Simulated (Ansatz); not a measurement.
BAsH₄O₂: several calculations on one system

## 1. Relaxation

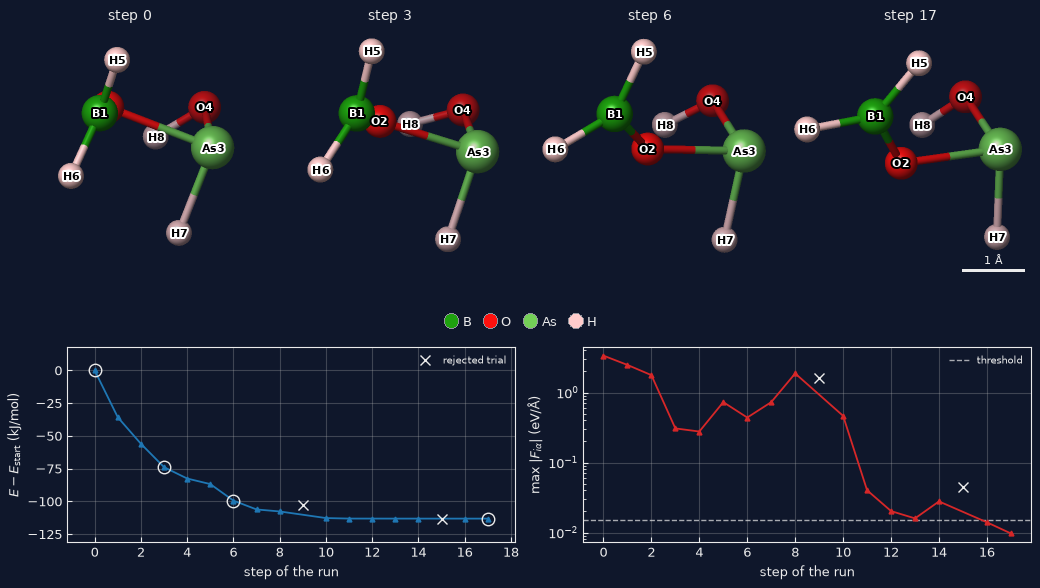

Frames of a relaxation of BAsH4O2, marked on the history of the run. The picture is a ball-and-stick view, seen from a free direction.

The run prepares an end point of a later path (torsion) calculation, from a guessed geometry.

These are results of Ansatz, RKS BHLYP/def2-SVP, not measurements.

Input file:
```yaml
crystal:
  periodic: [false, false, false]
  atoms:
    - { symbol: B, position_ang: [-0.2187, 1.6027, -0.0075] }
    - { symbol: O, position_ang: [0.5584, 0.4519, -0.1668] }
    - { symbol: As, position_ang: [-0.4236, -0.8806, 0.6516] }
    - { symbol: O, position_ang: [1.0877, -2.0559, 0.5357] }
    - { symbol: H, position_ang: [-0.1215, 2.3497, 0.8971] }
    - { symbol: H, position_ang: [-1.0593, 1.939, -0.8529] }
    - { symbol: H, position_ang: [-0.9965, -1.3604, -0.68] }
    - { symbol: H, position_ang: [1.2657, -2.1035, -0.4331] }
basis:
  gaussian: { orbitals: def2-SVP }
hamiltonian:
  xc: { name: BHLYP }
relax:
  f_tol: 0.015
  max_steps: 40
```

Launched with:
```bash
ansatz run input.yaml --threads 2 --pin off --max-ram 3072MiB --backend cpu --events-out ev --progress --plain --runs-dir out
```

### Describe the path.

The largest move after the best rigid fit is that of H6, 1.04 Å. By element the largest moves are H 1.04 Å, O 1.00 Å, As 0.16 Å, B 0.09 Å. Among the contacts that change: As3–O4 1.918 → 1.762 Å, B1–O2 1.398 → 1.341 Å, B1–H6 1.239 → 1.201 Å, O2–As3 1.847 → 1.813 Å. Bond angles that change, for instance: B1–O2–As3 104.4° → 123.6°, As3–O4–H8 103.4° → 113.8°, O2–As3–O4 89.8° → 98.6°. Groups turn about B1–O2 by about 95°, O2–As3 by about 65°. After 15 accepted moves (17 points after the start) the energy has fallen by 113.1 kJ/mol. The largest force component goes from 3.4 to 0.0097 eV/Å. The line search rejected the trial steps at points 9, 15 of the run. Cost: 69 s on 2 threads of Arm Neoverse N1, on a shared host, peak memory 0.2 GiB. From step 0 to 3: O2 moves most (0.35 Å), energy −73.8 kJ/mol. From step 3 to 6: O and H atoms move most (0.51 Å), energy −25.5 kJ/mol. From step 6 to 17: H6 moves most (0.32 Å), energy −13.7 kJ/mol.

## 2. Relaxation

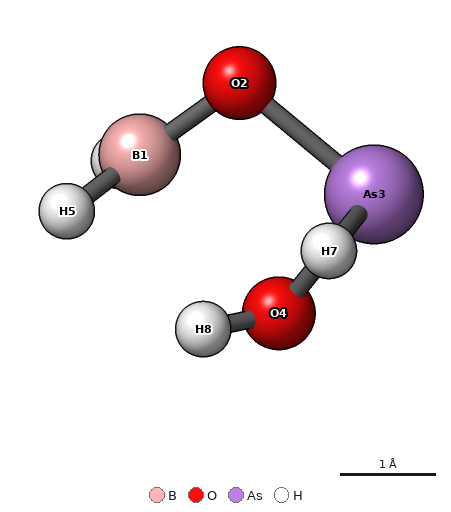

Starting structure of BAsH$_{4}$O$_{2}$. Style: ball-and-stick. Shown at a tilt.

The run prepares an end point of a later path (torsion) calculation, from a guessed geometry.

Method: RKS BHLYP/def2-SVP (Ansatz 0.2.0).

Input file:
```yaml
crystal:
  periodic: [false, false, false]
  atoms:
    - { symbol: B, position_ang: [-0.2187, 1.6027, -0.0075] }
    - { symbol: O, position_ang: [0.5584, 0.4519, -0.1668] }
    - { symbol: As, position_ang: [-0.4236, -0.8806, 0.6516] }
    - { symbol: O, position_ang: [-1.92749, 0.30475, 0.76133] }
    - { symbol: H, position_ang: [-0.1215, 2.3497, 0.8971] }
    - { symbol: H, position_ang: [-1.0593, 1.939, -0.8529] }
    - { symbol: H, position_ang: [0.08471, -0.48845, 2.03703] }
    - { symbol: H, position_ang: [-1.58464, 1.05911, 1.29605] }
basis:
  gaussian: { orbitals: def2-SVP }
hamiltonian:
  xc: { name: BHLYP }
relax:
  f_tol: 0.015
  max_steps: 40
output:
  orbitals: {}
```

Run as
```bash
ansatz run input.yaml --threads 2 --pin off --max-ram 3072MiB --backend cpu --events-out ev --progress --plain --runs-dir out
```

### Where does the relaxation end?

After 16 accepted moves (17 points after the start) the energy has fallen by 28.8 kcal/mol. The largest force component goes from 2.3 to 0.0062 eV/Å. The line search rejected the trial step at point 12 of the run. H6 moves most after the best rigid fit: 1.43 Å. By element the largest moves are H 1.43 Å, O 0.75 Å, B 0.32 Å, As 0.16 Å. Near-neighbour distances that change, for instance: B1–O4 2.279 → 3.174 Å, As3–O4 1.918 → 1.763 Å, B1–O2 1.398 → 1.336 Å, B1–H6 1.239 → 1.200 Å. Among the angles between lasting bonds that change: B1–O2–As3 104.4° → 126.8°, As3–O4–H8 103.4° → 114.2°, O2–As3–O4 89.8° → 100.4°. Groups turn about B1–O2 by about 90°, O2–As3 by about 30°. Cost: 71 s on 2 threads of Arm Neoverse N1, with other jobs on the host, peak memory 0.2 GiB.

The structure at the end:

```xyz
8

B    -0.1193    1.7618   -0.2675
O    -0.0374    0.4376   -0.4266
As   -0.5199   -0.8317    0.7753
O    -2.0625   -0.1790    1.3244
H    -0.5259    2.2386    0.7682
H     0.2325    2.4698   -1.1707
H     0.3431   -0.2526    1.8992
H    -2.0028    0.6936    1.7138
```

After the run, drawn alike:

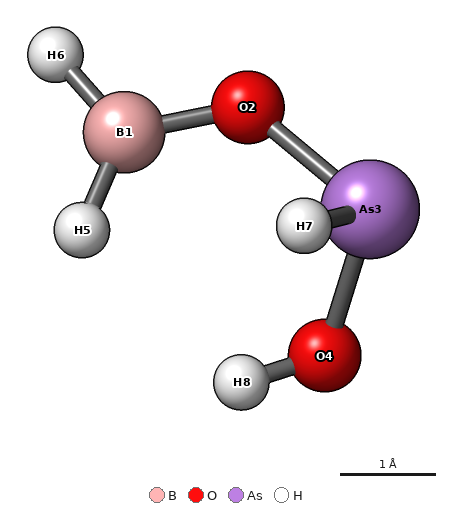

## 3. Path

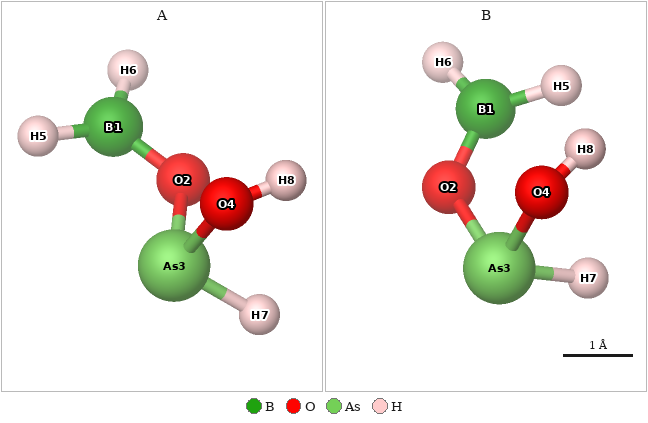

The two relaxed end points of a path for BAsH4O2. A ball-and-stick model, seen from a free direction.

Level of theory: Ansatz 0.2.0, RKS BHLYP/def2-SVP.

Run with 7 movable images; climbing image; force threshold 0.03 eV/Å; iteration limit 60.

Start:
```xyz
8

B    -0.2459    1.6254   -0.0905
O    -0.4162    0.3440   -0.4472
As   -0.3977   -1.0356    0.7290
O     1.2306   -1.6293    0.4133
H    -0.1160    1.9297    1.0698
H    -0.2318    2.4528   -0.9608
H    -1.1345   -1.9348   -0.2587
H     1.4036   -1.8093   -0.5109
```

End:
```xyz
8

B    -0.1883    1.3362   -0.1708
O    -0.8018    0.5233    0.6942
As   -0.6399   -1.2802    0.7904
O     1.1062   -1.4518    0.6214
H     0.5488    0.8936   -1.0229
H    -0.3950    2.5161   -0.0931
H    -0.9966   -1.5013   -0.6817
H     1.4586   -1.0931   -0.1934
```

Predict the minimum-energy path and its barrier.

The energy climbs by 4.01 kJ/mol to image 4 and then falls by 2.10 kJ/mol, so the end point sits at +1.91 kJ/mol. The motion is a rotation about the O2–As3 bond by about 145°. No bond forms or breaks between the ends. Bond angles that change up to the highest image, for instance: B1–O2–As3 123.6° → 130.8°, O2–As3–O4 98.6° → 101.7°. The band converged in 21 iterations, with a climbing image at the top. At the top, the vibrational analysis gives one imaginary mode (54i cm⁻¹), as a transition state must have.

Energies of the converged images:

```json
{"image": "0", "path (Å)": "0.00", "E (kJ/mol)": "0.00"}
{"image": "1", "path (Å)": "0.46", "E (kJ/mol)": "0.45"}
{"image": "2", "path (Å)": "0.91", "E (kJ/mol)": "1.92"}
{"image": "3", "path (Å)": "1.37", "E (kJ/mol)": "3.46"}
{"image": "4", "path (Å)": "1.83", "E (kJ/mol)": "4.01"}
{"image": "5", "path (Å)": "2.29", "E (kJ/mol)": "3.84"}
{"image": "6", "path (Å)": "2.75", "E (kJ/mol)": "3.44"}
{"image": "7", "path (Å)": "3.21", "E (kJ/mol)": "2.59"}
{"image": "8", "path (Å)": "3.67", "E (kJ/mol)": "1.91"}
```

The geometry at the top of the path:

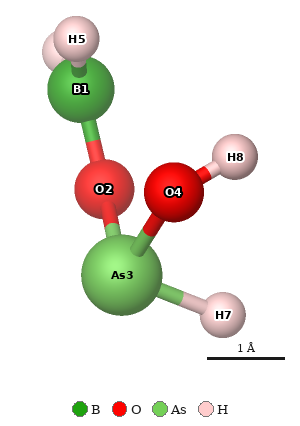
